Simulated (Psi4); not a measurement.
**[GaH2F2]− (SMILES [F][GaH2-][F]) at MP3/def2-SVPD**

Aim: the energy change on altering one bond length of [GaH2F2]− at MP3/def2-SVPD, from 2 runs. 

The calculation is run with Psi4 1.11.

## (1) Starting point

[GaH2F2]− has 5 atoms, charge -1, and is taken as a singlet. SMILES: `[F][GaH2-][F]`. The shape comes from GFN2-xTB, which is rough for such elements, and wasn't checked as a minimum.

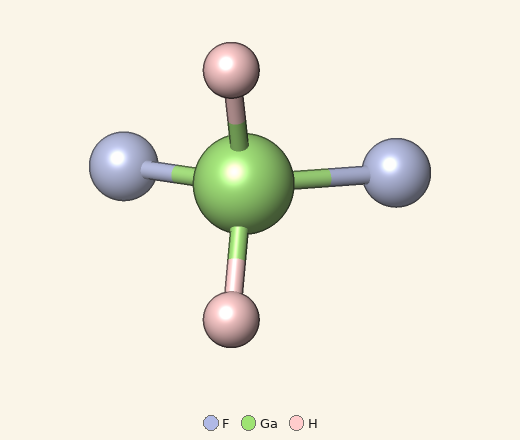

Viewed from a chosen angle; fluorine light blue, gallium green, hydrogen pink.

## (2) A single-point energy at MP3/def2-SVPD

Contents of input.dat:

```
memory 1600 MB

molecule {
  -1 1
  F     -0.274910    -0.534640     1.633010
  Ga     0.069440    -0.037490    -0.057030
  F     -1.087530     1.262430    -0.501770
  H     -0.208340    -1.257870    -0.979630
  H      1.501350     0.567570    -0.094580
  units angstrom
  symmetry c1
  no_reorient
  no_com
}

set {
  basis def2-SVPD
  puream true
  e_convergence 1e-09
  d_convergence 1e-08
  scf_type pk
  num_frozen_docc 11
  mp_type conv
}

energy("mp3")
```

Command:

```sh
$ psi4 -n 1 input.dat output.dat
```

output.dat:

```text
[...]
  Running in c1 symmetry.
[...]
  Nuclear repulsion =  207.522729931227303
[...]
  Multiplicity = 1
[...]
  Nalpha       = 26
  Nbeta        = 26
[...]
    Number of basis functions: 100
[...]
   @RHF iter   1: -2121.56103790556745   -3.32340e+00   2.34021e-02 ADIIS/DIIS
[...]
   @RHF iter  12: -2123.02429883197101   -4.54747e-12   2.61600e-09 DIIS
[...]
    Orbital Energies [Eh]
    ---------------------
    Doubly Occupied:
       1A   -378.563118     2A    -47.928276     3A    -42.269051
       4A    -42.268985     5A    -42.268684     6A    -26.021183
       7A    -26.020905     8A     -6.173648     9A     -4.270278
      10A     -4.270074    11A     -4.268879    12A     -1.276246
      13A     -1.272470    14A     -0.983546    15A     -0.983423
      16A     -0.979087    17A     -0.978389    18A     -0.977430
      19A     -0.471295    20A     -0.405881    21A     -0.399618
      22A     -0.397852    23A     -0.382708    24A     -0.372076
      25A     -0.293525    26A     -0.216948
[...]
  @RHF Final Energy: -2123.02429883197101
   => Energetics <=
    Nuclear Repulsion Energy =            207.5227299312273033
    One-Electron Energy =               -3391.6669029262807271
    Two-Electron Energy =                1061.1198741630823861
    Total Energy =                      -2123.0242988319710093
[...]
 Multipole Moments:
 ------------------------------------------------------------------------------------
     Multipole            Electronic (a.u.)      Nuclear  (a.u.)        Total (a.u.)
 ------------------------------------------------------------------------------------
 L = 1.  Multiply by 2.5417464519 to convert [e a0] to [Debye]
 Dipole X            :         17.2705044          -16.6604113            0.6100931
 Dipole Y            :         -9.2047250            8.8772152           -0.3275098
 Dipole Z            :        -14.3727506           13.8687378           -0.5040127
 Magnitude           :                                                    0.8564491
[...]
	SCS-MP2 Total Energy (a.u.)        : -2123.63760715110402
	SOS-MP2 Total Energy (a.u.)        : -2123.62251113465618
[...]
	SOS-PI-MP2 Total Energy (a.u.)     : -2123.66852746563200
[...]
	MP2 Total Energy (a.u.)            : -2123.66779918399880
[...]
	SCS-MP3 Total Energy (a.u.)        : -2123.63302364020501
[...]
	MP3 Total Energy (a.u.)            : -2123.64946514040321
[...]
```

Run time: 18 s. Hardware: 1 thread of Intel Xeon Platinum 8375C at 2.90GHz (Ice Lake), shared host; peak memory 0.78 GiB.

## (3) The distorted shape, same level

Contents of f2gah2.xyz:

```xyz
5
F2GaH2
F      0.650682    -1.574594     1.988808
Ga     0.995032    -1.077444     0.298768
F     -1.087530     1.262430    -0.501770
H      0.717252    -2.297824    -0.623832
H      2.426942    -0.472384     0.261218
```

Contents of run.py:

```python
import numpy as np
from ase.calculators.psi4 import Psi4
from ase.io import read

atoms = read('f2gah2.xyz')
calc = Psi4(atoms=atoms, method='mp3', basis='def2-SVPD', memory='1600MB', num_threads=1, charge=-1, multiplicity=1, label='f2gah2')
calc.psi4.set_options({'puream': True, 'e_convergence': 1e-09, 'd_convergence': 1e-08, 'scf_type': 'pk', 'num_frozen_docc': 11, 'mp_type': 'conv'})
atoms.calc = calc

print(f'energy: {atoms.get_potential_energy():.6f} eV')
```

Command:

```sh
$ python run.py
```

f2gah2.dat:

```text
[...]
  Running in c1 symmetry.
[...]
  Nuclear repulsion =  165.427734798480657
[...]
  Multiplicity = 1
[...]
  Nalpha       = 26
  Nbeta        = 26
[...]
    Number of basis functions: 100
[...]
   @RHF iter   1: -2121.50390169945194   -3.84244e+00   2.30958e-02 ADIIS/DIIS
[...]
   @RHF iter  12: -2122.92525577087690   -3.68345e-11   5.95581e-09 DIIS
[...]
    Orbital Energies [Eh]
    ---------------------
    Doubly Occupied:
       1A   -378.673056     2A    -48.038623     3A    -42.380880
       4A    -42.378246     5A    -42.377766     6A    -26.087797
       7A    -25.901795     8A     -6.280522     9A     -4.378789
      10A     -4.374429    11A     -4.372970    12A     -1.339067
      13A     -1.112682    14A     -1.089438    15A     -1.087058
      16A     -1.086246    17A     -1.081990    18A     -1.079269
      19A     -0.514584    20A     -0.455430    21A     -0.448009
      22A     -0.390115    23A     -0.295343    24A     -0.248143
      25A     -0.248069    26A     -0.244897
[...]
  @RHF Final Energy: -2122.92525577087690
   => Energetics <=
    Nuclear Repulsion Energy =            165.4277347984806568
    One-Electron Energy =               -3304.7755552950361562
    Two-Electron Energy =                1016.4225647256787397
    Total Energy =                      -2122.9252557708769018
[...]
 Multipole Moments:
 ------------------------------------------------------------------------------------
     Multipole            Electronic (a.u.)      Nuclear  (a.u.)        Total (a.u.)
 ------------------------------------------------------------------------------------
 L = 1.  Multiply by 2.5417464519 to convert [e a0] to [Debye]
 Dipole X            :          1.6720310            0.6668180            2.3388490
 Dipole Y            :         -2.1858887           -0.2458016           -2.4316903
 Dipole Z            :          1.2747577           -0.7805308            0.4942270
 Magnitude           :                                                    3.4099256
[...]
	SCS-MP2 Total Energy (a.u.)        : -2123.54724485875431
	SOS-MP2 Total Energy (a.u.)        : -2123.53226524905585
[...]
	SOS-PI-MP2 Total Energy (a.u.)     : -2123.57895828583878
[...]
	MP2 Total Energy (a.u.)            : -2123.57720407815259
[...]
	SCS-MP3 Total Energy (a.u.)        : -2123.54110388623576
[...]
	MP3 Total Energy (a.u.)            : -2123.55264018807748
[...]
```

Standard output:

```text
energy: -57784.810635 eV
```

Wall time 18 s (1 thread of Intel Xeon Platinum 8375C at 2.90GHz (Ice Lake), shared host); peak memory 0.79 GiB.

## (4) What came out

Level: MP3/def2-SVPD, 11 core orbitals frozen.

| quantity | value |
| --- | --- |
| first shape: total energy | -2123.64947 Eh |
| first shape: HOMO energy (Hartree–Fock orbitals) | -5.90 eV |
| first shape: LUMO energy (Hartree–Fock orbitals) | 5.29 eV |
| first shape: HOMO–LUMO gap (to an unbound level, set by the basis) | 11.19 eV |
| first shape: correlation energy (11 core orbitals frozen) | -625.2 mEh |
| distorted shape: total energy | -2123.55264 Eh |
| distorted shape: HOMO energy (Hartree–Fock orbitals) | -6.66 eV |
| distorted shape: LUMO energy (Hartree–Fock orbitals) | 4.99 eV |
| distorted shape: HOMO–LUMO gap (to an unbound level, set by the basis) | 11.65 eV |
| distorted shape: correlation energy (11 core orbitals frozen) | -627.4 mEh |
| energy change with the Ga2–F3 bond stretched from 1.796 to 3.233 Å | 2.635 eV |

In words: With the Ga2–F3 bond stretched from 1.796 to 3.233 Å the energy rises by 2.63 eV (254 kJ/mol). The first shape isn't relaxed at this level, so the change isn't measured from a minimum.
